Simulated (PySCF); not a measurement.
Vertical excitations of a molecule C2H9FOSi2 from PySCF with TDA-CAM-B3LYP/def2-SVPD, as energy in eV (oscillator strength): 7.62 (0.011), 7.91 (0.007), 8.26 (0.032), 8.69 (0.125), 8.85 (0.084), 8.89 (0.003). Lowest triplet (TDA): 7.25 eV. Geometry: ωB97X-D3(BJ)/def2-SVP. Other conformers were not sampled.

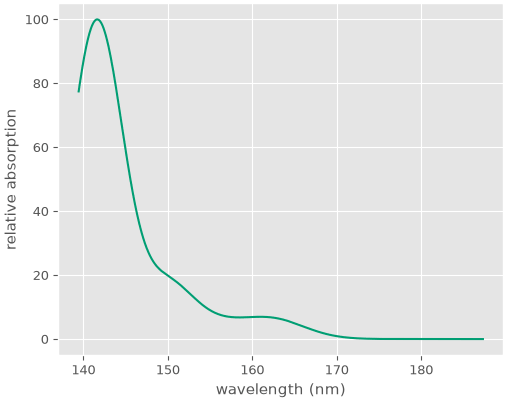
Fig. 1. The lines broadened by 0.4 eV.

Problem. Which molecule gave these data?
A) CCO[SiH2][SiH2]F
B) CO[Si@H]([SiH3])CF
C) C[Si](C)(F)O[SiH3]
D) C[Si@@H](CF)O[SiH3]

Solution. C, C[Si](C)(F)O[SiH3]
